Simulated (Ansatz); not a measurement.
# In2S (model cell, started as antifluorite): a soft mode frozen in, part 2 of 3

Which phase does In2S (model cell, started as antifluorite) fall into along its unstable mode, and how much energy does it gain?

Ansatz 0.2.0; DFT PBEsol, scalar-relativistic, plane waves, PAW.

So far, highest frequency on the path or at a solved wavevector (cm⁻¹): step 2 (phonons on a q mesh) 120. Also lowest frequency on the path (cm⁻¹): step 2 -131.

The structure was built from a prototype and need not be the compound's stable phase.

**6. Relaxation from the frozen mode**

Starting from the lowest point found, all atoms and the cell are let go, so that strain and other modes of the same symmetry can join in.

The input, input.yaml:

```yaml
crystal:
  lattice:
    - [0.0, -3.4890740757, -3.4890740757]
    - [0.0, 3.4890740757, -3.4890740757]
    - [6.9781481514, 0.0, 0.0]
  atoms:
    - { symbol: S, position: [0.5710905308, 0.5986518367, 0.5] }
    - { symbol: S, position: [-0.0710905308, -0.0986518367, 0.0] }
    - { symbol: In, position: [0.0091289624, 0.4873318022, 0.75] }
    - { symbol: In, position: [0.4908710376, 0.0126681978, 0.25] }
    - { symbol: In, position: [1.0091289624, 0.4873318022, 0.25] }
    - { symbol: In, position: [0.4908710376, 0.0126681978, 0.75] }
kpoints:
  mp_grid: { grid: [6, 6, 6] }
hamiltonian:
  xc: pbesol
scf:
  occupations: { method: methfessel_paxton, width: 0.15 }
output:
  forces: true
  stress: true
  eigenvalues: true
relax:
  adjacent_minimum: "off"
  f_tol: 0.002
  max_steps: 120
  cell: { stress_tol: 0.03 }
```

Command:

```sh
$ ansatz run input.yaml --threads 4 --pin off --max-ram 7168MiB --backend cpu --events-out ev --progress --plain --runs-dir out
```

Numbers of over 12 decimals in the logs are rounded to 6 here.

The log of the run:

```text
[...]
Crystal: 6 atoms, lattice volume = 169.899 Å³
Basis set: ecut = 420 eV, 3299 PW (Γ), exchange–correlation on 72×72×96 points (8 copies of the dense FFT grid, shifted against one another)
Bands: 39, of which v1, the nominal top of the filled ones, is band 32 counted from 1 (31 counted from 0)
Symmetry: 4 space group operations
[...]
k-points: 80 of 216
[...]
SCF iter   1: F=—  HF=-23871.912225 eV  |F-HF|=—  |Δ(HF+E_count)|=         —  Δρ=4.22e-3  dr2=4.91e-2  ethr=1.77e-3  ⟨swp⟩=6.5  Hψ=12622  notcnv=0
[...]
SCF iter   7: F=-23871.897850 eV  HF=-23871.897850 eV  |F-HF|=1.50e-8  |Δ(HF+E_count)|=   1.49e-7  S|Δr|=    0.00e0  Δρ=2.82e-6  dr2=2.25e-8  ethr=1.56e-10  ⟨swp⟩=9.0  Hψ=13037  notcnv=0
SCF 1 converged in 7 iterations: F = -23871.897850 eV  dr2 = 2.25e-8
[...]
relax step   1: F+E_penalty+E_count = -23871.89785045 eV  Δ(F+E_penalty+E_count) = +0.000e0 eV  max|allowed force component| = 4.058e-1 eV/Å  Δτ_max = 0.0000 Å  P = -0.198 GPa  Ω = 169.899 Å³  (7 SCF iters, dr2 threshold 1.00e-7 eV, accepted)
Crystal: 6 atoms, lattice volume = 165.777 Å³
Basis set: ecut = 420 eV, 3261 PW (Γ), exchange–correlation on 72×72×96 points (8 copies of the dense FFT grid, shifted against one another)
[...]
SCF iter   6: F=-23872.158246 eV  HF=-23872.158246 eV  |F-HF|=7.90e-8  |Δ(HF+E_count)|=   1.87e-7  S|Δr|=    0.00e0  Δρ=1.89e-5  dr2=5.55e-7  ethr=9.37e-10  ⟨swp⟩=5.2  Hψ=15060  notcnv=0
SCF 2 converged in 6 iterations: F = -23872.158246 eV  dr2 = 5.55e-7
relax step   2: F+E_penalty+E_count = -23872.15824639 eV  Δ(F+E_penalty+E_count) = -2.604e-1 eV  max|allowed force component| = 3.897e-1 eV/Å  Δτ_max = 0.1988 Å  P = -1.198 GPa  Ω = 165.777 Å³  energy of the carried Pulay correction = +6.904e-4 eV  (6 SCF iters, dr2 threshold 6.00e-7 eV, accepted)
Crystal: 6 atoms, lattice volume = 161.970 Å³
Basis set: ecut = 420 eV, 3135 PW (Γ), exchange–correlation on 72×72×96 points (8 copies of the dense FFT grid, shifted against one another)
[...]
SCF iter   7: F=-23872.318920 eV  HF=-23872.318920 eV  |F-HF|=3.82e-9  |Δ(HF+E_count)|=   3.83e-7  S|Δr|=    0.00e0  Δρ=8.44e-6  dr2=1.58e-7  ethr=9.37e-10  ⟨swp⟩=6.6  Hψ=12680  notcnv=0
SCF 3 converged in 7 iterations: F = -23872.318920 eV  dr2 = 1.58e-7
[...]
relax step   3: F+E_penalty+E_count = -23872.31891960 eV  Δ(F+E_penalty+E_count) = -1.607e-1 eV  max|allowed force component| = 5.510e-1 eV/Å  Δτ_max = 0.1490 Å  P = -0.891 GPa  Ω = 161.970 Å³  energy of the carried Pulay correction = +1.354e-3 eV  (7 SCF iters, dr2 threshold 6.00e-7 eV, accepted)
[... from here on, the SCF cycles and remarks between the steps are left out ...]
relax step   4: F+E_penalty+E_count = -23872.46940635 eV  Δ(F+E_penalty+E_count) = -1.505e-1 eV  max|allowed force component| = 2.513e-1 eV/Å  Δτ_max = 0.1979 Å  P = -0.068 GPa  Ω = 159.433 Å³  energy of the carried Pulay correction = +1.811e-3 eV  (6 SCF iters, dr2 threshold 6.00e-7 eV, accepted)
relax step   5: F+E_penalty+E_count = -23872.59081905 eV  Δ(F+E_penalty+E_count) = -1.214e-1 eV  max|allowed force component| = 1.041e-1 eV/Å  Δτ_max = 0.1370 Å  P = +0.882 GPa  Ω = 155.889 Å³  energy of the carried Pulay correction = +2.469e-3 eV  (6 SCF iters, dr2 threshold 6.00e-7 eV, accepted)
relax step   6: F+E_penalty+E_count = -23872.65965077 eV  Δ(F+E_penalty+E_count) = -6.883e-2 eV  max|allowed force component| = 6.108e-2 eV/Å  Δτ_max = 0.1280 Å  P = +0.654 GPa  Ω = 157.232 Å³  energy of the carried Pulay correction = +2.217e-3 eV  (6 SCF iters, dr2 threshold 6.00e-7 eV, accepted)
relax step   7: F+E_penalty+E_count = -23872.67309947 eV  Δ(F+E_penalty+E_count) = -1.345e-2 eV  max|allowed force component| = 7.663e-2 eV/Å  Δτ_max = 0.0819 Å  P = +0.144 GPa  Ω = 158.346 Å³  energy of the carried Pulay correction = +2.010e-3 eV  (6 SCF iters, dr2 threshold 6.00e-7 eV, accepted)
relax step   8: F+E_penalty+E_count = -23872.68282243 eV  Δ(F+E_penalty+E_count) = -9.723e-3 eV  max|allowed force component| = 2.258e-2 eV/Å  Δτ_max = 0.0826 Å  P = -0.148 GPa  Ω = 159.643 Å³  energy of the carried Pulay correction = +1.772e-3 eV  (6 SCF iters, dr2 threshold 3.67e-7 eV, accepted)
relax step   9: F+E_penalty+E_count = -23872.68229346 eV  Δ(F+E_penalty+E_count) = +5.290e-4 eV  max|allowed force component| = 4.031e-2 eV/Å  Δτ_max = 0.0242 Å  P = +0.280 GPa  Ω = 158.130 Å³  energy of the carried Pulay correction = +2.050e-3 eV  (6 SCF iters, dr2 threshold 1.72e-7 eV, rejected (line search))
relax step  10: F+E_penalty+E_count = -23872.68386174 eV  Δ(F+E_penalty+E_count) = -1.039e-3 eV  max|allowed force component| = 2.337e-3 eV/Å  Δτ_max = 0.0080 Å  P = -0.008 GPa  Ω = 159.109 Å³  energy of the carried Pulay correction = +1.870e-3 eV  (8 SCF iters, accepted)
relax step  11: F+E_penalty+E_count = -23872.68406300 eV  Δ(F+E_penalty+E_count) = -2.013e-4 eV  max|allowed force component| = 4.408e-3 eV/Å  Δτ_max = 0.0064 Å  P = -0.017 GPa  Ω = 159.050 Å³  energy of the carried Pulay correction = +1.881e-3 eV  (6 SCF iters, dr2 threshold 1.48e-8 eV, accepted)
relax step  12: F+E_penalty+E_count = -23872.68410531 eV  Δ(F+E_penalty+E_count) = -4.231e-5 eV  max|allowed force component| = 1.864e-4 eV/Å  Δτ_max = 0.0008 Å  P = +0.001 GPa  Ω = 158.996 Å³  energy of the carried Pulay correction = +1.891e-3 eV  (4 SCF iters, dr2 threshold 7.70e-9 eV, accepted)
relax step  13: F+E_penalty+E_count = -23872.68930357 eV  Δ(F+E_penalty+E_count) = -5.198e-3 eV  max|allowed force component| = 3.078e-4 eV/Å  Δτ_max = 0.0000 Å  P = +0.073 GPa  Ω = 158.996 Å³  stress off target by 2.39e-1 GPa  SCF on the basis re-selected at this cell (its energy is not comparable with the rows above)  (7 SCF iters)
relax step  14: F+E_penalty+E_count = -23872.69143135 eV  Δ(F+E_penalty+E_count) = -2.128e-3 eV  max|allowed force component| = 8.159e-3 eV/Å  Δτ_max = 0.0085 Å  P = +0.043 GPa  Ω = 158.957 Å³  energy of the carried Pulay correction = -1.786e-6 eV  (5 SCF iters, dr2 threshold 1.43e-7 eV, accepted)
relax step  15: F+E_penalty+E_count = -23872.69200180 eV  Δ(F+E_penalty+E_count) = -5.704e-4 eV  max|allowed force component| = 2.845e-2 eV/Å  Δτ_max = 0.0274 Å  P = -0.177 GPa  Ω = 159.802 Å³  energy of the carried Pulay correction = -1.651e-4 eV  (7 SCF iters, dr2 threshold 2.78e-8 eV, accepted)
relax step  16: F+E_penalty+E_count = -23872.69820684 eV  Δ(F+E_penalty+E_count) = -6.205e-3 eV  max|allowed force component| = 2.830e-2 eV/Å  Δτ_max = 0.0331 Å  P = -0.029 GPa  Ω = 159.034 Å³  energy of the carried Pulay correction = -4.311e-5 eV  (7 SCF iters, dr2 threshold 2.03e-7 eV, accepted)
relax step  17: F+E_penalty+E_count = -23872.74895874 eV  Δ(F+E_penalty+E_count) = -5.075e-2 eV  max|allowed force component| = 1.291e-1 eV/Å  Δτ_max = 0.0724 Å  P = +0.013 GPa  Ω = 157.528 Å³  energy of the carried Pulay correction = +1.972e-4 eV  (8 SCF iters, dr2 threshold 1.73e-7 eV, accepted)
relax step  18: F+E_penalty+E_count = -23872.74407530 eV  Δ(F+E_penalty+E_count) = +4.883e-3 eV  max|allowed force component| = 2.174e-1 eV/Å  Δτ_max = 0.1528 Å  P = +0.842 GPa  Ω = 150.792 Å³  energy of the carried Pulay correction = +1.420e-3 eV  (7 SCF iters, dr2 threshold 6.00e-7 eV, rejected (line search))
relax step  19: F+E_penalty+E_count = -23872.81760048 eV  Δ(F+E_penalty+E_count) = -6.864e-2 eV  max|allowed force component| = 3.523e-2 eV/Å  Δτ_max = 0.0817 Å  P = -0.298 GPa  Ω = 155.161 Å³  energy of the carried Pulay correction = +6.121e-4 eV  (10 SCF iters, accepted)
relax step  20: F+E_penalty+E_count = -23872.82703267 eV  Δ(F+E_penalty+E_count) = -9.432e-3 eV  max|allowed force component| = 5.082e-2 eV/Å  Δτ_max = 0.0842 Å  P = -0.087 GPa  Ω = 153.376 Å³  energy of the carried Pulay correction = +9.390e-4 eV  (6 SCF iters, dr2 threshold 6.00e-7 eV, accepted)
relax step  21: F+E_penalty+E_count = -23872.82423891 eV  Δ(F+E_penalty+E_count) = +2.794e-3 eV  max|allowed force component| = 3.554e-2 eV/Å  Δτ_max = 0.0661 Å  P = +0.381 GPa  Ω = 152.317 Å³  energy of the carried Pulay correction = +1.120e-3 eV  (6 SCF iters, dr2 threshold 2.46e-7 eV, rejected (line search))
relax step  22: F+E_penalty+E_count = -23872.83547669 eV  Δ(F+E_penalty+E_count) = -8.444e-3 eV  max|allowed force component| = 4.247e-3 eV/Å  Δτ_max = 0.0366 Å  P = +0.085 GPa  Ω = 153.476 Å³  energy of the carried Pulay correction = +9.145e-4 eV  (9 SCF iters, accepted)
relax step  23: F+E_penalty+E_count = -23872.83545055 eV  Δ(F+E_penalty+E_count) = +2.614e-5 eV  max|allowed force component| = 6.784e-3 eV/Å  Δτ_max = 0.0016 Å  P = -0.059 GPa  Ω = 153.964 Å³  energy of the carried Pulay correction = +8.200e-4 eV  (6 SCF iters, dr2 threshold 3.49e-8 eV, accepted)
relax step  24: F+E_penalty+E_count = -23872.83554517 eV  Δ(F+E_penalty+E_count) = -9.461e-5 eV  max|allowed force component| = 8.796e-4 eV/Å  Δτ_max = 0.0013 Å  P = -0.001 GPa  Ω = 153.843 Å³  energy of the carried Pulay correction = +8.436e-4 eV  (5 SCF iters, dr2 threshold 2.08e-8 eV, accepted)
Basis set: ecut = 420 eV, 3015 PW (Γ), exchange–correlation on 50×90×90 points (8 copies of the dense FFT grid, shifted against one another)
[...]
SCF iter   6: F=-23872.835635 eV  HF=-23872.835635 eV  |F-HF|=2.18e-11  |Δ(HF+E_count)|=  7.28e-12  S|Δr|=    0.00e0  Δρ=6.24e-8  dr2=1.94e-11  ethr=1.00e-12  ⟨swp⟩=5.0  Hψ=14684  notcnv=0
SCF 25 converged in 6 iterations: F = -23872.835635 eV  dr2 = 1.94e-11
relax step  25: F+E_penalty+E_count = -23872.83563541 eV  Δ(F+E_penalty+E_count) = -9.025e-5 eV  max|allowed force component| = 9.787e-4 eV/Å  Δτ_max = 0.0000 Å  P = -0.005 GPa  Ω = 153.843 Å³  stress off target by 1.66e-2 GPa  SCF on the basis re-selected at this cell (its energy is not comparable with the rows above)  (6 SCF iters)
[...]
SCF converged after 6 iterations
[...]
Free energy (F): -23872.835635 eV
[...]
Internal energy: -23872.836208 eV  (E = F + TS)
E sigma→0 (E₀):  -23872.835779 eV
Entropy (-TS):   0.000573 eV (0.095 meV/atom)
Fermi energy:    8.330521 eV
[...]
--- Forces (eV/Å), atoms counted from 1 ---
  atom   1  S      0.00000000     0.00076859    -0.00097871
  atom   2  S      0.00000000    -0.00076859     0.00097871
  atom   3  In     0.00094928    -0.00022330     0.00019762
  atom   4  In     0.00094928     0.00022330    -0.00019762
  atom   5  In    -0.00094928    -0.00022330     0.00019762
  atom   6  In    -0.00094928     0.00022330    -0.00019762
  max |Σ_I F_I| component: 4.34e-19 eV/Å
--- Stress (GPa, compression-positive) ---
       -0.006291       0.000000       0.000000
        0.000000      -0.004436      -0.011514
        0.000000      -0.011514      -0.005643
  P = ⅓ Tr σ = -0.0055 GPa (-0.055 kbar)
--- Band table (eV; the first three rows and the last of 80) ---
  k-point 0: bands = [... 28 lower, 5.8655, 6.4317, 6.5592, 7.8436, 9.4674, 9.5420, 11.5032, 12.6140, ... 3 higher]
  k-point 1: bands = [... 28 lower, 5.9104, 6.5116, 7.1540, 7.3453, 9.3505, 10.1576, 11.5286, 12.5439, ... 3 higher]
  k-point 2: bands = [... 28 lower, 6.0342, 6.3818, 7.1152, 8.0592, 9.1568, 10.7447, 11.8296, 12.1229, ... 3 higher]
  k-point 79: bands = [... 28 lower, 6.7172, 6.7172, 6.9262, 6.9262, 8.5535, 8.5535, 11.0892, 11.0892, ... 3 higher]
--- Relaxed structure (23 steps of the walk, 20 accepted, 2 SCFs on fresh bases) ---
  F+E_penalty+E_count = -23872.83563541 eV   max|allowed force component| = 9.787e-4 eV/Å   (the final SCF, on the basis selected at the relaxed cell)
  cell:  # Å, volume = 153.8431 Å³
    - [0.0, -2.622850, -2.623474]
    - [0.0, 4.386389, -4.387013]
    - [6.684742, 0.0, 0.0]
  atoms:
    - { symbol: S, position: [0.499882, 0.650829, 0.5] }
    - { symbol: S, position: [0.000118253, -0.150829, -5.386196236789577e-19] }
    - { symbol: In, position: [-5.756638876375231e-5, 0.462931, 0.761726] }
    - { symbol: In, position: [0.500058, 0.037069, 0.261726] }
    - { symbol: In, position: [0.999942, 0.462931, 0.238274] }
    - { symbol: In, position: [0.500058, 0.037069, 0.738274] }
```

Elapsed: 2.4 min, on 4 threads of Intel Xeon 6975P-C (Granite Rapids), shared host; peak memory 0.84 GiB.

Relaxation path (22 of 25):

| step | energy less that of the first step (eV) | largest force component (eV/Å) | pressure (GPa) | volume (Å³) |
| --- | --- | --- | --- | --- |
| 1 | 0.0000 | 0.4058 | -0.20 | 169.90 |
| 2 | -0.2604 | 0.3897 | -1.20 | 165.78 |
| 3 | -0.4211 | 0.5510 | -0.89 | 161.97 |
| 4 | -0.5716 | 0.2513 | -0.07 | 159.43 |
| 6 | -0.7618 | 0.0611 | 0.65 | 157.23 |
| 7 | -0.7752 | 0.0766 | 0.14 | 158.35 |
| 8 | -0.7850 | 0.0226 | -0.15 | 159.64 |
| 9 | -0.7844 | 0.0403 | 0.28 | 158.13 |
| 10 | -0.7860 | 0.0023 | -0.01 | 159.11 |
| 11 | -0.7862 | 0.0044 | -0.02 | 159.05 |
| 12 | -0.7863 | 0.0002 | 0.00 | 159.00 |
| 14 | -0.7936 | 0.0082 | 0.04 | 158.96 |
| 15 | -0.7942 | 0.0284 | -0.18 | 159.80 |
| 16 | -0.8004 | 0.0283 | -0.03 | 159.03 |
| 17 | -0.8511 | 0.1291 | 0.01 | 157.53 |
| 18 | -0.8462 | 0.2174 | 0.84 | 150.79 |
| 19 | -0.9197 | 0.0352 | -0.30 | 155.16 |
| 20 | -0.9292 | 0.0508 | -0.09 | 153.38 |
| 22 | -0.9376 | 0.0042 | 0.09 | 153.48 |
| 23 | -0.9376 | 0.0068 | -0.06 | 153.96 |
| 24 | -0.9377 | 0.0009 | 0.00 | 153.84 |
| 25* | -0.9378 | 0.0010 | -0.01 | 153.84 |

Relaxation steps marked * repeat the geometry before them on a plane-wave basis chosen anew for their cell, so energy and pressure can jump there. Other such steps can lie between the rows shown. Relaxation steps 9, 18, 21 were tried and not accepted.

Forces are held to the 4 operations that the run works with; a distortion that breaks them can't arise in this run.

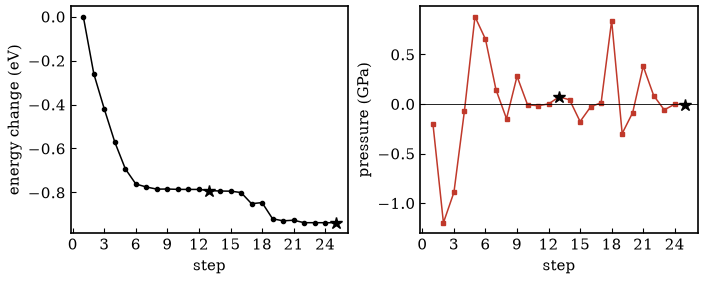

Energy and pressure along the relaxation. Stars mark steps on a basis chosen anew.

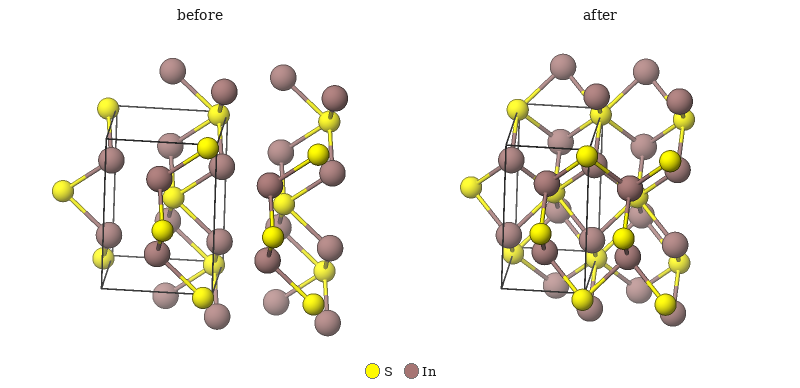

Before and after, at one scale.

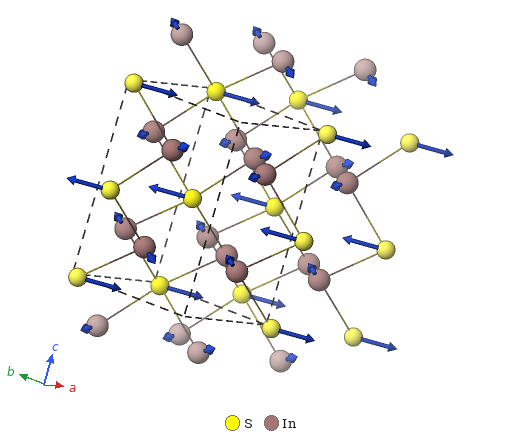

Displacements in the relaxation, exaggerated, measured against the changing cell; the longest in the cell stands for 0.42 Å. 2×1×1 cells are drawn. Some periodic images of atoms are drawn too.

| cell as run | before | after | change |
| --- | --- | --- | --- |
| a (Å) | 4.934 | 3.710 | -24.8 % |
| b (Å) | 4.934 | 6.204 | +25.7 % |
| c (Å) | 6.978 | 6.685 | -4.2 % |
| γ (°) | 90.00 | 89.99 | -0.0 % |
| volume (Å³/atom) | 28.32 | 25.64 | -9.5 % |

The atoms that moved most (Å, as changes of fractional coordinates times the final cell):

| atom | dx | dy | dz | length |
| --- | --- | --- | --- | --- |
| S2 | 0.000 | -0.416 | 0.042 | 0.418 |
| S1 | 0.000 | 0.416 | -0.042 | 0.418 |
| In6 | -0.078 | 0.083 | -0.131 | 0.174 |
| In5 | -0.078 | -0.083 | 0.131 | 0.174 |
| In4 | 0.078 | 0.083 | -0.131 | 0.174 |
| In3 | 0.078 | -0.083 | 0.131 | 0.174 |

Final coordinates:

```xyz
6
Lattice="0.0000 -2.6229 -2.6235 0.0000 4.3864 -4.3870 6.6847 0.0000 0.0000" Properties=species:S:1:pos:R:3 pbc="T T T"
S     3.3424    1.5437   -4.1666
S     0.0000   -0.6619    0.6614
In    5.0919    2.0307   -2.0307
In    1.7496   -1.1490   -1.4745
In    1.5928   -0.5921   -4.6542
In    4.9352   -1.1490   -1.4745
```

This step gave:

```yaml
pressure: -0.005457 GPa
volume_per_atom: 25.64 Å³
```

The distorted start has space group P2_1/m; the relaxation ends in Pmmn.

**7. The new phase in its own primitive cell**

The relaxed structure is symmetrised, reduced to its primitive cell and relaxed tightly, as its phonons need.

The input, input.yaml:

```yaml
crystal:
  lattice:
    - [3.7097118985, 0.0, 0.0]
    - [0.0, 6.6847420018, 0.0]
    - [0.0, 0.0, 6.2037325631]
  atoms:
    - { symbol: S, position: [0.0, 0.5, 0.0991713091] }
    - { symbol: S, position: [0.5, 0.0, 0.9008286909] }
    - { symbol: In, position: [0.5, 0.7617263728, 0.2870692914] }
    - { symbol: In, position: [0.0, 0.2617263728, 0.7129307086] }
    - { symbol: In, position: [0.5, 0.2382736272, 0.2870692914] }
    - { symbol: In, position: [0.0, 0.7382736272, 0.7129307086] }
kpoints:
  mp_grid: { grid: [8, 6, 6] }
hamiltonian:
  xc: pbesol
scf:
  occupations: { method: methfessel_paxton, width: 0.15 }
output:
  forces: true
  stress: true
  eigenvalues: true
relax:
  adjacent_minimum: "off"
  f_tol: 0.001
  max_steps: 60
  cell: { stress_tol: 0.01 }
```

The log of the run:

```text
[...]
Crystal: 6 atoms, lattice volume = 153.843 Å³
Basis set: ecut = 420 eV, 3015 PW (Γ), exchange–correlation on 50×90×90 points (8 copies of the dense FFT grid, shifted against one another)
Bands: 39, of which v1, the nominal top of the filled ones, is band 32 counted from 1 (31 counted from 0)
Symmetry: 8 space group operations
[...]
k-points: 80 of 288
[...]
cell:  # Å, volume = 153.8936 Å³
    - [3.652069, 0, 0]
    - [0, 6.749735, 5.958034434848653e-18]
    - [0, 5.5293161988284555e-18, 6.243024]
  atoms:
    - { symbol: S, position: [0, 0.5, 0.102374] }
    - { symbol: S, position: [0.5, 0, 0.897626] }
    - { symbol: In, position: [0.5, 0.764142, 0.284254] }
    - { symbol: In, position: [0, 0.264142, 0.715746] }
    - { symbol: In, position: [0.5, 0.235858, 0.284254] }
    - { symbol: In, position: [0, 0.735858, 0.715746] }
[key lines of the parts left out:]
SCF converged after 5 iterations
Free energy (F): -23872.824444 eV
Fermi energy:    8.333498 eV
P = ⅓ Tr σ = -0.0011 GPa (-0.011 kbar)
```

The job ended after 32 s (4 threads; peak memory 0.79 GiB; 2 min of CPU time).

Step by step:

| step | energy less that of the first step (eV) | largest force component (eV/Å) | pressure (GPa) | volume (Å³) |
| --- | --- | --- | --- | --- |
| 1 | 0.0000 | 0.0401 | 0.02 | 153.84 |
| 2 | -0.0065 | 0.0368 | -0.01 | 154.06 |
| 3 | -0.0078 | 0.0076 | 0.00 | 153.96 |
| 4 | -0.0079 | 0.0006 | 0.00 | 153.92 |
| 5 | -0.0079 | 0.0003 | 0.00 | 153.89 |
| 6* | -0.0080 | 0.0003 | 0.00 | 153.89 |

Relaxation steps marked * repeat the geometry before them on a plane-wave basis chosen anew for their cell, so energy and pressure can jump there.

Forces are held to the 8 operations that the run works with; a distortion that breaks them can't arise in this run.

| conventional cell, symmetrised | before | after | change |
| --- | --- | --- | --- |
| a (Å) | 3.710 | 3.652 | -1.6 % |
| b (Å) | 6.685 | 6.750 | +1.0 % |
| c (Å) | 6.204 | 6.243 | +0.6 % |
| volume (Å³/atom) | 25.64 | 25.65 | +0.0 % |

The atoms that moved most (Å, as changes of fractional coordinates times the final cell):

| atom | dx | dy | dz | length |
| --- | --- | --- | --- | --- |
| In3 | 0.000 | 0.016 | -0.018 | 0.024 |
| In6 | 0.000 | -0.016 | 0.018 | 0.024 |
| In5 | 0.000 | -0.016 | -0.018 | 0.024 |
| In4 | 0.000 | 0.016 | 0.018 | 0.024 |
| S1 | 0.000 | 0.000 | 0.020 | 0.020 |
| S2 | 0.000 | 0.000 | -0.020 | 0.020 |

The relaxed structure:

```cif
data_structure
_symmetry_space_group_name_H-M 'P 1'
_symmetry_Int_Tables_number 1
_cell_length_a 3.6521
_cell_length_b 6.7497
_cell_length_c 6.2430
_cell_angle_alpha 90.000
_cell_angle_beta 90.000
_cell_angle_gamma 90.000
_cell_volume 153.89
loop_
_atom_site_label
_atom_site_type_symbol
_atom_site_fract_x
_atom_site_fract_y
_atom_site_fract_z
_atom_site_occupancy
S1 S 0.00000 0.50000 0.10237 1
S2 S 0.50000 0.00000 0.89763 1
In3 In 0.50000 0.76414 0.28425 1
In4 In 0.00000 0.26414 0.71575 1
In5 In 0.50000 0.23586 0.28425 1
In6 In 0.00000 0.73586 0.71575 1
```

This step gave:

| Quantity | Value |
| --- | --- |
| pressure | -0.001122 GPa |
| volume per atom | 25.65 Å³ |

The largest force component left is 0.31 meV/Å and the pressure is -0.001 GPa, within the tolerances set. The cell now holds 25.65 Å³/atom.

(Part 2 of 3 ends here.)

[Logs are printed without paths, hosts, clocks, repeated set-up lines and the standing remarks that a program may print on its own settings, such as how far it seeks lower states.]

[Hosts, paths, dates, database ids (printed as entryN), source tags and the programs' standing remarks are cut or masked in the printed files.]
